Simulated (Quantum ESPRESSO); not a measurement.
# Collinear magnetic orders of MnO2 (Pyrolusite) with Quantum ESPRESSO, part 2 of 3

A self-consistent run ends on one state, which hangs on the start. Several orders of MnO2 (Pyrolusite) are started in Quantum ESPRESSO and their energies compared.

Quantum ESPRESSO 7.5; PBE with U = 4 eV on Mn d (ortho-atomic projectors); plane waves with GBRV 1.5 PBE potentials, no spin-orbit coupling.

So far, absolute magnetization (μB): step 2 (run 1 (ferro ++)) 6.92.

## Step 3: Start 2: antiferro +−

Contents of pw.in:

```
&CONTROL
  calculation = 'scf'
  prefix = 'pwscf'
  outdir = './tmp'
  pseudo_dir = './pseudo'
  disk_io = 'nowf'
/
&SYSTEM
  ibrav = 0
  celldm(1) = 8
  nat = 6
  ntyp = 3
  ecutwfc = 40
  ecutrho = 280
  nbnd = 37
  occupations = 'smearing'
  smearing = 'fd'
  degauss = 0.00367493
  nspin = 2
  starting_magnetization(1) = 0.3
  starting_magnetization(2) = -0.3
  starting_magnetization(3) = 0
/
&ELECTRONS
  conv_thr = 1.2d-08
  electron_maxstep = 150
  mixing_beta = 0.3
/
ATOMIC_SPECIES
Mn1    54.9380 mn_pbe_v1.5.uspp.F.UPF
Mn2    54.9380 mn_pbe_v1.5.uspp.F.UPF
O      15.9990 o_pbe_v1.2.uspp.F.UPF
CELL_PARAMETERS alat
   1.0389478017427    0.0000000000000    0.0000000000000
   0.0000000000000    1.0389478017427    0.0000000000000
   0.0000000000000    0.0000000000000    0.6786478945062
ATOMIC_POSITIONS crystal
Mn1     0.0000000000    0.0000000000    0.0000000000
Mn2     0.5000000000    0.5000000000    0.5000000000
O       0.3051500000    0.3051500000    0.0000000000
O       0.1948500000    0.8051500000    0.5000000000
O       0.6948500000    0.6948500000    0.0000000000
O       0.8051500000    0.1948500000    0.5000000000
K_POINTS automatic
8 8 8 0 0 0
HUBBARD {ortho-atomic}
U Mn1-3d 4.0000
U Mn2-3d 4.0000
```

Command:

```sh
$ OMP_NUM_THREADS=1 mpirun -n 4 pw.x -nk 4 -in pw.in > pw.out
```

Log:

```text
[banner, memory and clock lines left out]
Program PWSCF v.7.5 starts

     Message from routine setup:
     using ibrav=0 with symmetry is DISCOURAGED, use correct ibrav instead

     bravais-lattice index     =            0
     lattice parameter (alat)  =       8.0000  a.u.
     unit-cell volume          =     375.0610 (a.u.)^3
     number of atoms/cell      =            6
     number of atomic types    =            3
     number of electrons       =        54.00
     number of Kohn-Sham states=           37
     kinetic-energy cutoff     =      40.0000  Ry
     charge density cutoff     =     280.0000  Ry
     scf convergence threshold =      1.2E-08
     mixing beta               =       0.3000
     number of iterations used =            8  plain     mixing
     Exchange-correlation= SLA  PW   PBE  PBE
                           (   1   4   3   4   0   0   0)
     Hubbard projectors: ortho-atomic
     Hubbard parameters of DFT+U (Dudarev formulation) in eV:
     U(Mn1-3d) =  4.0000
     U(Mn2-3d) =  4.0000

     Internal variables: lda_plus_u =T, lda_plus_u_kind = 0

     Internal variables: orbital_resolved =F, hub_pot_fix =F, apply_U = F

     celldm(1)=   8.000000  celldm(2)=   0.000000  celldm(3)=   0.000000
     celldm(4)=   0.000000  celldm(5)=   0.000000  celldm(6)=   0.000000

     crystal axes: (cart. coord. in units of alat)
               a(1) = (   1.038948   0.000000   0.000000 )
               a(2) = (   0.000000   1.038948   0.000000 )
               a(3) = (   0.000000   0.000000   0.678648 )

     reciprocal axes: (cart. coord. in units 2 pi/alat)
               b(1) = (  0.962512  0.000000  0.000000 )
               b(2) = (  0.000000  0.962512  0.000000 )
               b(3) = (  0.000000  0.000000  1.473518 )

     PseudoPot. # 1 for Mn read from file:
     mn_pbe_v1.5.uspp.F.UPF
     Pseudo is Ultrasoft + core correction, Zval = 15.0

     PseudoPot. # 2 for Mn read from file:
     mn_pbe_v1.5.uspp.F.UPF
     Pseudo is Ultrasoft + core correction, Zval = 15.0

     PseudoPot. # 3 for O  read from file:
     o_pbe_v1.2.uspp.F.UPF
     Pseudo is Ultrasoft + core correction, Zval =  6.0

     atomic species   valence    mass     pseudopotential
     Mn1              15.00    54.93800     Mn( 1.00)
     Mn2              15.00    54.93800     Mn( 1.00)
     O                 6.00    15.99900     O ( 1.00)

     Starting magnetic structure
     atomic species   magnetization
     Mn1             0.300
     Mn2            -0.300
     O               0.000

      8 Sym. Ops., with inversion, found

   Cartesian axes

     site n.     atom                  positions (alat units)
         1        Mn1    tau(   1) = (   0.0000000   0.0000000   0.0000000  )
         2        Mn2    tau(   2) = (   0.5194739   0.5194739   0.3393239  )
         3        O      tau(   3) = (   0.3170349   0.3170349   0.0000000  )
         4        O      tau(   4) = (   0.2024390   0.8365088   0.3393239  )
         5        O      tau(   5) = (   0.7219129   0.7219129   0.0000000  )
         6        O      tau(   6) = (   0.8365088   0.2024390   0.3393239  )

     number of k points=   105  Fermi-Dirac smearing, width (Ry)=  0.0037

     Number of k-points >= 100: set verbosity='high' to print them.

     Dense  grid:    29729 G-vectors     FFT dimensions: (  45,  45,  30)

     Smooth grid:    12801 G-vectors     FFT dimensions: (  36,  36,  24)

     Check: negative core charge=   -0.000046
     Generating pointlists ...
     new r_m :   0.1831 (alat units)  1.4651 (a.u.) for type    1
     new r_m :   0.1831 (alat units)  1.4651 (a.u.) for type    2
     new r_m :   0.1831 (alat units)  1.4651 (a.u.) for type    3

     Initial potential from superposition of free atoms

     starting charge      52.9998, renormalised to      54.0000

     STARTING HUBBARD OCCUPATIONS:

     =================== HUBBARD OCCUPATIONS ===================
     ------------------------ ATOM    1 ------------------------
     Tr[ns(  1)] (up, down, total) =   5.00000  0.00000  5.00000
     Atomic magnetic moment for atom   1 =   5.00000
     [... lines left out ...]
     ------------------------ ATOM    2 ------------------------
     Tr[ns(  2)] (up, down, total) =   0.00000  5.00000  5.00000
     Atomic magnetic moment for atom   2 =  -5.00000
     [... lines left out ...]
     Number of occupied Hubbard levels =   10.0000

     Atomic wfc used for Hubbard projectors are orthogonalized

     Starting wfcs are   42 randomized atomic wfcs

     Self-consistent Calculation

     iteration #  1     ecut=    40.00 Ry     beta= 0.30
     Davidson diagonalization with overlap
     ethr =  1.00E-02,  avg # of iterations =  3.2

     =================== HUBBARD OCCUPATIONS ===================
     ------------------------ ATOM    1 ------------------------
     Tr[ns(  1)] (up, down, total) =   3.57525  0.35533  3.93059
     Atomic magnetic moment for atom   1 =   3.21992
     [... lines left out ...]
     ------------------------ ATOM    2 ------------------------
     Tr[ns(  2)] (up, down, total) =   0.35533  3.57528  3.93061
     Atomic magnetic moment for atom   2 =  -3.21995
     [... lines left out ...]
     Number of occupied Hubbard levels =    7.8612

     total energy              =    -550.44658818 Ry
     estimated scf accuracy    <       4.39662472 Ry

     total magnetization       =     0.00 Bohr mag/cell
     absolute magnetization    =     6.75 Bohr mag/cell

     iteration #  2     ecut=    40.00 Ry     beta= 0.30
     Davidson diagonalization with overlap
     ethr =  8.14E-03,  avg # of iterations =  2.0

     total energy              =    -551.23964362 Ry
     estimated scf accuracy    <       0.48618968 Ry

     total magnetization       =    -0.00 Bohr mag/cell
     absolute magnetization    =     6.87 Bohr mag/cell

     [... further iterations left out ...]

     iteration # 14     ecut=    40.00 Ry     beta= 0.30
     Davidson diagonalization with overlap
     ethr =  5.26E-09,  avg # of iterations =  1.4

     negative rho (up, down):  0.000E+00 1.831E-04

     total energy              =    -551.36774085 Ry
     estimated scf accuracy    <       0.00000018 Ry

     total magnetization       =    -0.00 Bohr mag/cell
     absolute magnetization    =     6.45 Bohr mag/cell

     iteration # 15     ecut=    40.00 Ry     beta= 0.30
     Davidson diagonalization with overlap
     ethr =  3.30E-10,  avg # of iterations =  2.0

     negative rho (up, down):  0.000E+00 1.831E-04

     Magnetic moment per site  (integrated on atomic sphere of radius R)
     atom   1 (R=0.183)  charge= 11.6166  magn=  2.6059
     atom   2 (R=0.183)  charge= 11.6169  magn= -2.6061
     atom   3 (R=0.183)  charge=  5.2387  magn= -0.0073
     atom   4 (R=0.183)  charge=  5.2389  magn=  0.0073
     atom   5 (R=0.183)  charge=  5.2387  magn= -0.0073
     atom   6 (R=0.183)  charge=  5.2389  magn=  0.0073

     End of self-consistent calculation

     =================== HUBBARD OCCUPATIONS ===================
     ------------------------ ATOM    1 ------------------------
     Tr[ns(  1)] (up, down, total) =   3.99847  1.01105  5.00951
     Atomic magnetic moment for atom   1 =   2.98742
     [... lines left out ...]
     ------------------------ ATOM    2 ------------------------
     Tr[ns(  2)] (up, down, total) =   1.01102  3.99850  5.00952
     Atomic magnetic moment for atom   2 =  -2.98748
     [... lines left out ...]
     Number of occupied Hubbard levels =   10.0190

     Number of k-points >= 100: set verbosity='high' to print the bands.

     the Fermi energy is    10.6938 ev

!    total energy              =    -551.36774100 Ry
     estimated scf accuracy    <          4.2E-09 Ry
     smearing contrib. (-TS)   =      -0.00001506 Ry
     internal energy E=F+TS    =    -551.36772594 Ry

     The total energy is F=E-TS. E is the sum of the following terms:
     one-electron contribution =    -262.15205682 Ry
     hartree contribution      =     158.53510316 Ry
     xc contribution           =     -82.25396788 Ry
     ewald contribution        =    -365.87303250 Ry
     Hubbard energy            =       0.37622810 Ry

     total magnetization       =    -0.00 Bohr mag/cell
     absolute magnetization    =     6.45 Bohr mag/cell

     convergence has been achieved in  15 iterations
```

Elapsed: 71 s, on 4 MPI ranks of Intel Xeon Platinum 8259CL at 2.50GHz (Skylake/Cascade Lake), shared host; peak memory 0.63 GiB.

Spin moment in the atom's sphere by atom:

| atom | spin moment in the atom's sphere (μB) |
| --- | --- |
| Mn1 | 2.61 |
| Mn2 | -2.61 |
| O3 | -0.01 |
| O4 | 0.01 |
| O5 | -0.01 |
| O6 | 0.01 |

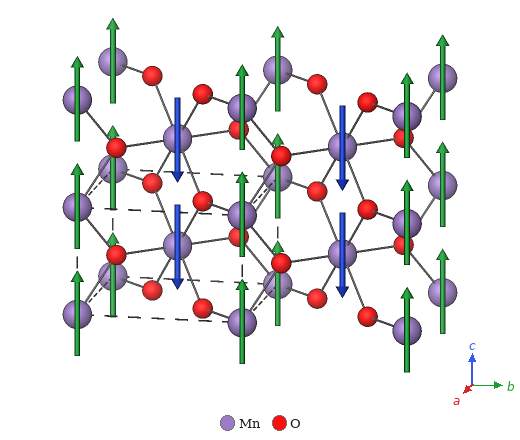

Spin moment in the atom's sphere as arrows, the longest 2.61 μB. Up and down stand for the sign. Arrows give size and sign along the axis of quantisation, drawn up and down the page. The two directions have two colours. 1×2×2 cells are drawn. Some periodic images of atoms are drawn too.

This step gave:

| Property | Result |
| --- | --- |
| smearing term TS | 2.05e-4 eV |
| magnetization | 0 μB |
| absolute magnetization | 6.455 μB |
| final state | antiferromagnetic |

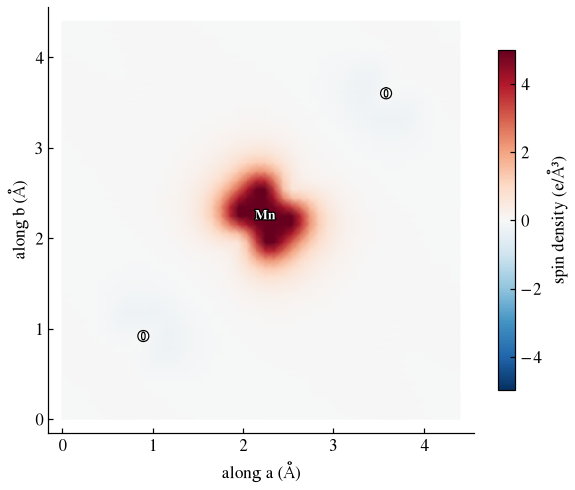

Spin density in the ab plane at fractional z = 0.000, with atoms of Mn and O within 0.2 Å of it. The map starts off the cell's origin, so that atoms lie inside it.

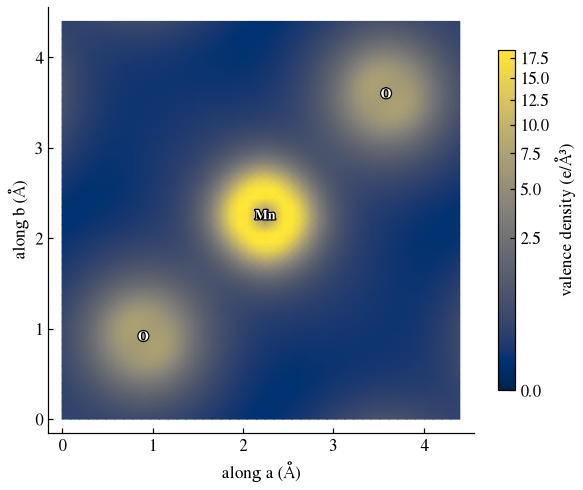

Valence density in the ab plane at fractional z = 0.000, with atoms of Mn and O within 0.2 Å of it. It is the smooth field of the valence electrons, not physical close to the nuclei. The map starts off the cell's origin, so that atoms lie inside it. The colour scale is stretched toward low values.

## Step 4: Start 3: antiferro q=(0,1/2,0) +−+−

This order needs a doubled cell of 12 atoms. The wavevector q is in fractions of the reciprocal vectors of the crystal's primitive cell, as the cells of these inputs are built from it; moments change sign between cells as cos(2π q·R).

Contents of pw.in:

```
&CONTROL
  calculation = 'scf'
  prefix = 'pwscf'
  outdir = './tmp'
  pseudo_dir = './pseudo'
  disk_io = 'nowf'
/
&SYSTEM
  ibrav = 0
  celldm(1) = 8
  nat = 12
  ntyp = 3
  ecutwfc = 40
  ecutrho = 280
  nbnd = 70
  occupations = 'smearing'
  smearing = 'fd'
  degauss = 0.00367493
  nspin = 2
  starting_magnetization(1) = 0.3
  starting_magnetization(2) = -0.3
  starting_magnetization(3) = 0
/
&ELECTRONS
  conv_thr = 2.4d-08
  electron_maxstep = 150
  mixing_beta = 0.3
/
ATOMIC_SPECIES
Mn1    54.9380 mn_pbe_v1.5.uspp.F.UPF
Mn2    54.9380 mn_pbe_v1.5.uspp.F.UPF
O      15.9990 o_pbe_v1.2.uspp.F.UPF
CELL_PARAMETERS alat
   1.0389478017427    0.0000000000000    0.0000000000000
   0.0000000000000    2.0778956034854    0.0000000000000
   0.0000000000000    0.0000000000000    0.6786478945062
ATOMIC_POSITIONS crystal
Mn1     0.0000000000    0.0000000000    0.0000000000
Mn2     0.0000000000    0.5000000000    0.0000000000
Mn1     0.5000000000    0.2500000000    0.5000000000
Mn2     0.5000000000    0.7500000000    0.5000000000
O       0.3051500000    0.1525750000    0.0000000000
O       0.3051500000    0.6525750000    0.0000000000
O       0.1948500000    0.4025750000    0.5000000000
O       0.1948500000    0.9025750000    0.5000000000
O       0.6948500000    0.3474250000    0.0000000000
O       0.6948500000    0.8474250000    0.0000000000
O       0.8051500000    0.0974250000    0.5000000000
O       0.8051500000    0.5974250000    0.5000000000
K_POINTS automatic
8 4 8 0 0 0
HUBBARD {ortho-atomic}
U Mn1-3d 4.0000
U Mn2-3d 4.0000
```

Log:

```text
     [... lines left out ...]
Program PWSCF v.7.5 starts
     [... lines left out ...]
     number of atoms/cell      =           12
     [... lines left out ...]
     number of electrons       =       108.00
     number of Kohn-Sham states=           70
     kinetic-energy cutoff     =      40.0000  Ry
     charge density cutoff     =     280.0000  Ry
     scf convergence threshold =      2.4E-08
     [... lines left out ...]
      4 Sym. Ops. (no inversion) found ( 2 have fractional translation)
     [... lines left out ...]
     number of k points=    75  Fermi-Dirac smearing, width (Ry)=  0.0037
     [... lines left out ...]
     iteration # 16     ecut=    40.00 Ry     beta= 0.30
     [... lines left out ...]
     Magnetic moment per site  (integrated on atomic sphere of radius R)
     atom   1 (R=0.183)  charge= 11.6168  magn=  2.6438
     atom   2 (R=0.183)  charge= 11.6168  magn= -2.6438
     atom   3 (R=0.183)  charge= 11.6168  magn=  2.6438
     atom   4 (R=0.183)  charge= 11.6168  magn= -2.6438
     atom   5 (R=0.183)  charge=  5.2403  magn= -0.0454
     atom   6 (R=0.183)  charge=  5.2403  magn=  0.0454
     atom   7 (R=0.183)  charge=  5.2386  magn=  0.0046
     atom   8 (R=0.183)  charge=  5.2387  magn= -0.0046
     atom   9 (R=0.183)  charge=  5.2387  magn= -0.0046
     atom  10 (R=0.183)  charge=  5.2386  magn=  0.0046
     atom  11 (R=0.183)  charge=  5.2403  magn= -0.0454
     atom  12 (R=0.183)  charge=  5.2403  magn=  0.0454
     [... lines left out ...]
     Tr[ns(  1)] (up, down, total) =   4.01925  0.98447  5.00372
     [... lines left out ...]
     Tr[ns(  2)] (up, down, total) =   0.98445  4.01924  5.00369
     [... lines left out ...]
     Tr[ns(  3)] (up, down, total) =   4.01925  0.98447  5.00372
     [... lines left out ...]
     Tr[ns(  4)] (up, down, total) =   0.98445  4.01924  5.00369
     [... lines left out ...]
     the Fermi energy is    10.7361 ev
!    total energy              =   -1102.73447645 Ry
     estimated scf accuracy    <       0.00000001 Ry
     smearing contrib. (-TS)   =      -0.00001420 Ry
     [... lines left out ...]
     total magnetization       =     0.00 Bohr mag/cell
     absolute magnetization    =    13.29 Bohr mag/cell
     convergence has been achieved in  16 iterations
```

It took 4.2 min on 4 MPI ranks; peak memory 1.3 GiB.

Spin moment in the atom's sphere by atom:

```csv
atom,spin moment in the atom's sphere (μB)
Mn1,2.64
Mn2,-2.64
Mn3,2.64
Mn4,-2.64
O5,-0.05
O6,0.05
O7,0.00
O8,0.00
O9,0.00
O10,0.00
O11,-0.05
O12,0.05
```

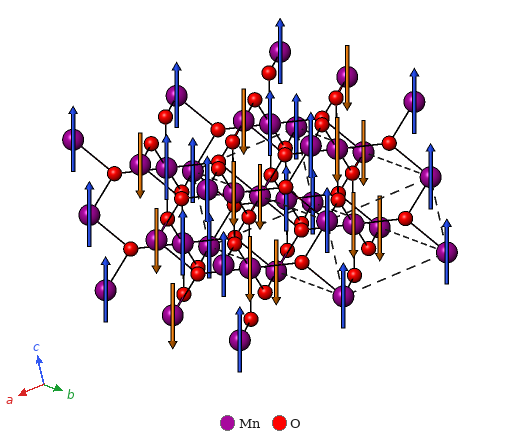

Spin moment in the atom's sphere as arrows, the longest 2.64 μB. Up and down stand for the sign. Arrows give size and sign along the axis of quantisation, drawn up and down the page. The two directions have two colours. 2×1×2 cells are drawn. Some periodic images of atoms are drawn too.

Numbers from this step:

| Property | Result |
| --- | --- |
| smearing term TS | 1.93e-4 eV |
| magnetization | 0 μB |
| absolute magnetization | 13.29 μB |
| final state | antiferromagnetic |

## Step 5: Run 4 (antiferro q=(0,0,1/2) +−+−)

The cell is doubled to 12 atoms to hold this order.

Contents of pw.in:

```
&CONTROL
  calculation = 'scf'
  prefix = 'pwscf'
  outdir = './tmp'
  pseudo_dir = './pseudo'
  disk_io = 'nowf'
/
&SYSTEM
  ibrav = 0
  celldm(1) = 8
  nat = 12
  ntyp = 3
  ecutwfc = 40
  ecutrho = 280
  nbnd = 70
  occupations = 'smearing'
  smearing = 'fd'
  degauss = 0.00367493
  nspin = 2
  starting_magnetization(1) = 0.3
  starting_magnetization(2) = -0.3
  starting_magnetization(3) = 0
/
&ELECTRONS
  conv_thr = 2.4d-08
  electron_maxstep = 150
  mixing_beta = 0.3
/
ATOMIC_SPECIES
Mn1    54.9380 mn_pbe_v1.5.uspp.F.UPF
Mn2    54.9380 mn_pbe_v1.5.uspp.F.UPF
O      15.9990 o_pbe_v1.2.uspp.F.UPF
CELL_PARAMETERS alat
   1.0389478017427    0.0000000000000    0.0000000000000
   0.0000000000000    1.0389478017427    0.0000000000000
   0.0000000000000    0.0000000000000    1.3572957890125
ATOMIC_POSITIONS crystal
Mn1     0.0000000000    0.0000000000    0.0000000000
Mn2     0.0000000000    0.0000000000    0.5000000000
Mn1     0.5000000000    0.5000000000    0.2500000000
Mn2     0.5000000000    0.5000000000    0.7500000000
O       0.3051500000    0.3051500000    0.0000000000
O       0.3051500000    0.3051500000    0.5000000000
O       0.1948500000    0.8051500000    0.2500000000
O       0.1948500000    0.8051500000    0.7500000000
O       0.6948500000    0.6948500000    0.0000000000
O       0.6948500000    0.6948500000    0.5000000000
O       0.8051500000    0.1948500000    0.2500000000
O       0.8051500000    0.1948500000    0.7500000000
K_POINTS automatic
8 8 4 0 0 0
HUBBARD {ortho-atomic}
U Mn1-3d 4.0000
U Mn2-3d 4.0000
```

Log:

```text
     [... lines left out ...]
Program PWSCF v.7.5 starts
     [... lines left out ...]
     number of atoms/cell      =           12
     [... lines left out ...]
     number of electrons       =       108.00
     number of Kohn-Sham states=           70
     kinetic-energy cutoff     =      40.0000  Ry
     charge density cutoff     =     280.0000  Ry
     scf convergence threshold =      2.4E-08
     [... lines left out ...]
      8 Sym. Ops. (no inversion) found ( 4 have fractional translation)
     [... lines left out ...]
     number of k points=    45  Fermi-Dirac smearing, width (Ry)=  0.0037
     [... lines left out ...]
     iteration # 16     ecut=    40.00 Ry     beta= 0.30
     [... lines left out ...]
     Magnetic moment per site  (integrated on atomic sphere of radius R)
     atom   1 (R=0.183)  charge= 11.6164  magn=  2.6032
     atom   2 (R=0.183)  charge= 11.6164  magn= -2.6032
     atom   3 (R=0.183)  charge= 11.6164  magn=  2.6032
     atom   4 (R=0.183)  charge= 11.6164  magn= -2.6032
     atom   5 (R=0.183)  charge=  5.2391  magn= -0.0175
     atom   6 (R=0.183)  charge=  5.2391  magn=  0.0175
     atom   7 (R=0.183)  charge=  5.2391  magn= -0.0175
     atom   8 (R=0.183)  charge=  5.2391  magn=  0.0175
     atom   9 (R=0.183)  charge=  5.2391  magn= -0.0175
     atom  10 (R=0.183)  charge=  5.2391  magn=  0.0175
     atom  11 (R=0.183)  charge=  5.2391  magn= -0.0175
     atom  12 (R=0.183)  charge=  5.2391  magn=  0.0175
     [... lines left out ...]
     Tr[ns(  1)] (up, down, total) =   3.99912  1.00991  5.00903
     [... lines left out ...]
     Tr[ns(  2)] (up, down, total) =   1.00991  3.99912  5.00903
     [... lines left out ...]
     Tr[ns(  3)] (up, down, total) =   3.99912  1.00991  5.00903
     [... lines left out ...]
     Tr[ns(  4)] (up, down, total) =   1.00991  3.99912  5.00903
     [... lines left out ...]
     the Fermi energy is    10.7311 ev
!    total energy              =   -1102.73364742 Ry
     estimated scf accuracy    <          3.5E-09 Ry
     smearing contrib. (-TS)   =      -0.00001390 Ry
     [... lines left out ...]
     total magnetization       =    -0.00 Bohr mag/cell
     absolute magnetization    =    12.94 Bohr mag/cell
     convergence has been achieved in  16 iterations
```

It took 2.6 min on 4 MPI ranks; peak memory 1.1 GiB; 10 min of CPU time.

Numbers from this step:

```
smearing term TS       : 1.89e-4 eV
magnetization          : 0 μB
absolute magnetization : 12.94 μB
final state            : antiferromagnetic
largest moment         : 2.603 μB
```

(Part 2 of 3 ends here.)

[Logs and program files are shortened in this print: banners, set-up blocks, solver, clock and traceback lines can be left out without a mark of their own.]

[Logs are printed without paths, hosts, clocks, repeated set-up lines and the standing remarks that a program may print on its own settings, such as how far it seeks lower states.]

[Hosts, paths, dates, database ids (printed as entryN), source tags and the programs' standing remarks are cut or masked in the printed files.]

[Where a cell is said to come from a database of computed structures, the database is the Materials Project.]
